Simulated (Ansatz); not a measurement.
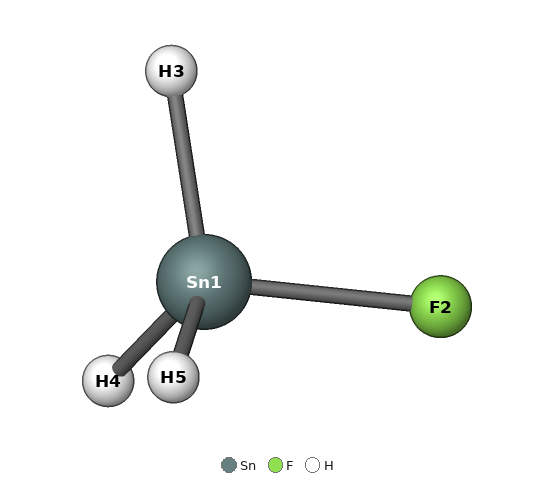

Sticks follow a distance rule. Harmonic vibrations computed with RKS PBE0-D4/def2-TZVP, core potentials on Sn (Ansatz 0.2.0) at a stationary point of the same level.

Q: Is this a minimum or a saddle point?

A: A minimum: no imaginary frequency, and the lowest mode lies at 506 cm⁻¹.

Q: How many vibrational modes are there, and where do they lie?

A: 9 modes: 506, 507, 611, 699, 699, 712, 1972, 1980, 1980 cm⁻¹.
